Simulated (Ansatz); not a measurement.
# CClF2NSn: single-point calculation

- system: CClF2NSn
- method: RKS wPBEh/STO-3G (Ansatz 0.2.0)

Some settings of this run were made unusual or wrong on purpose. The geometry comes from this level: PBE0-D4/def2-TZVP.

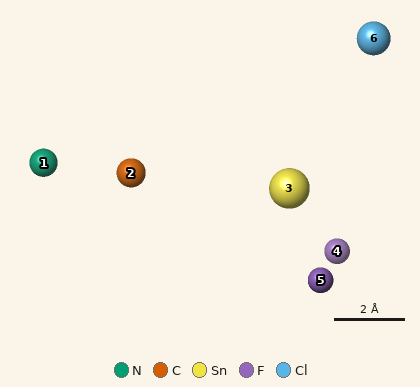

Fig. 1: The structure as given in the input (ball-and-stick view, seen on its broad side; atoms are numbered from 1 in the order of the input). Sticks are drawn by distance; a stretched bond gets none, so the picture shows separate pieces.

### The input
```yaml
crystal:
  periodic: [false, false, false]
  atoms:
    - {symbol: N, position_ang: [3.524688, -3.918850, 2.759795]}
    - {symbol: C, position_ang: [2.031135, -2.284647, 1.531303]}
    - {symbol: Sn, position_ang: [-0.664185, 0.709142, -0.617535]}
    - {symbol: F, position_ang: [-3.769956, -1.357543, -2.424954]}
    - {symbol: F, position_ang: [1.487197, 2.454421, -3.701248]}
    - {symbol: Cl, position_ang: [-2.516258, 4.256454, 2.350998]}
basis:
  gaussian: {orbitals: STO-3G, point_charges: [{charge: -1.00, position_ang: [6.463, 0.163, -0.555]}]}
hamiltonian: {xc: {name: wPBEh}}
```

Launch command:
```bash
ansatz run in.yaml --threads 4 --pin off --events-out ev --progress --plain --max-ram 10444MiB
```

### Log
```
Functional definition: wPBEh
  name "wPBEh"
  cite "Heyd, Scuseria & Ernzerhof, J. Chem. Phys. 118, 8207 (2003) doi:10.1063/1.1564060"
  cite "Krukau, Vydrov, Izmaylov & Scuseria, J. Chem. Phys. 125, 224106 (2006) doi:10.1063/1.2404663"
  cite "Heyd & Scuseria, J. Chem. Phys. 120, 7274 (2004) doi:10.1063/1.1668634"
  cite "Ernzerhof & Perdew, J. Chem. Phys. 109, 3313 (1998) doi:10.1063/1.476928"
  cite "Perdew, Burke & Ernzerhof, Phys. Rev. Lett. 77, 3865 (1996) doi:10.1103/PhysRevLett.77.3865"
  parent pbe
  parameter a = 0.25
  parameter omega = 0.11/bohr
  exchange = wpbe_x - a*pbe_x_sr(omega) + a*exact_x_sr(omega)
  correlation = pbe_c
692 factors; integrals over basis functions are off by at most 2.8e-5 eV
82 factors; integrals over basis functions are off by at most 1.8e-7 eV
mean field evaluation 1: about -182472.2335 eV, gradient 3.8e1 eV
mean field evaluation 2: about -181761.4862 eV, gradient 1.1e1 eV
mean field evaluation 4: about -182186.6517 eV, gradient 2.9e1 eV
mean field evaluation 8: about -182503.3042 eV, gradient 6.5e0 eV
mean field evaluation 16: about -182508.5001 eV, gradient 1.1e0 eV
mean field evaluation 32: about -182508.2630 eV, gradient 6.0e0 eV
mean field evaluation 64: about -182487.5883 eV, gradient 3.2e1 eV
mean field evaluation 96: about -182508.5487 eV, gradient 3.3e0 eV
mean field evaluation 128: about -182508.6264 eV, gradient 2.0e-2 eV
mean field evaluation 160: about -182500.3214 eV, gradient 3.3e1 eV
mean field evaluation 192: about -182508.5979 eV, gradient 1.2e0 eV
mean field evaluation 224: about -182508.6252 eV, gradient 7.6e-3 eV
mean field -182508.62673254 eV, -6707.0683236306 hartree, gradient 1.4e-6 eV, S^2 0.000000; 9 other end points of the search recorded, 0 dependent functions left out
reference -182508.62676003 eV, -6707.0683246407 hartree; 49, 49 occupied and 7, 7 virtual orbitals, 692 factors
Total energy: -182508.62676003 eV, -6707.0683246407 hartree
```

### What the run reported

- outcome: converged
- total energy: −182508.6268 eV
- SCF solution under orbital rotations: stable
- hardware: 4 threads of Intel Xeon @ 2.80GHz, 23 GiB of memory available, shared host
- wall time: 14 s (CPU time 46 s)
- peak memory: 0.41 GiB

### What went wrong

A setting was made wrong on purpose: apart. The run converged all the same; its numbers are those of the faulty input and shouldn't be used.
